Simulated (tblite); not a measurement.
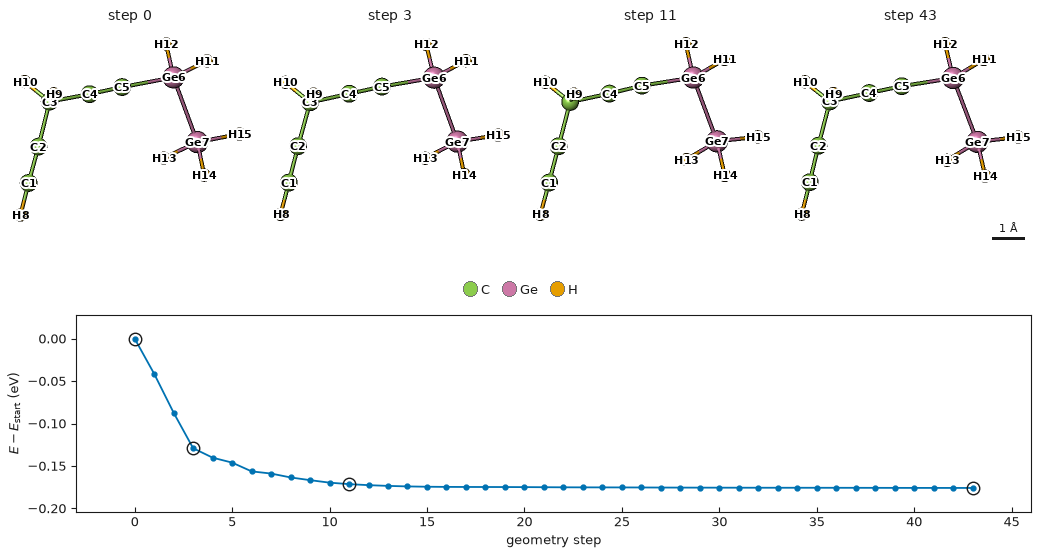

Frames of a relaxation of C5H8Ge2, marked on the history of the run. Style: ball-and-stick. Shown at a tilt.

Level of theory: GFN2-xTB geometry optimisation, gas phase in tblite. 

Question: What happens along the run?

Answer: The largest move after the best rigid fit is that of H13, 0.12 Å. By element the largest moves are H 0.12 Å, C 0.05 Å, Ge 0.02 Å. Near-neighbour distances that change, for instance: Ge7–H15 1.555 → 1.500 Å, Ge7–H14 1.548 → 1.499 Å, Ge7–H13 1.541 → 1.499 Å, Ge6–H11 1.550 → 1.508 Å. Bond angles that change, for instance: H13–Ge7–H14 109.8° → 105.4°, Ge6–Ge7–H13 109.0° → 113.3°, H11–Ge6–H12 109.6° → 105.6°. Over 43 geometry steps the energy falls by 0.176 eV. The run took 0.51 s on 1 thread of Arm Neoverse N1 (shared host). From step 0 to 3: H15 moves most (0.06 Å), energy −0.129 eV. From step 3 to 11: H13 moves most (0.06 Å), energy −0.042 eV. From step 11 to 43: H8 moves most (0.05 Å), energy −0.005 eV.

```
step  E − E(0), eV
   0        0.0000
   1       -0.0414
   2       -0.0873
   3       -0.1291
   4       -0.1402
   5       -0.1461
   6       -0.1564
   7       -0.1589
   8       -0.1635
   9       -0.1667
  10       -0.1697
  12       -0.1726
  13       -0.1735
  15       -0.1745
  17       -0.1747
  19       -0.1748
  20       -0.1749
  22       -0.1751
  24       -0.1752
  26       -0.1753
  27       -0.1754
  29       -0.1755
  31       -0.1756
  33       -0.1757
  34       -0.1757
  36       -0.1757
  38       -0.1758
  40       -0.1758
  41       -0.1759
  43       -0.1759
```
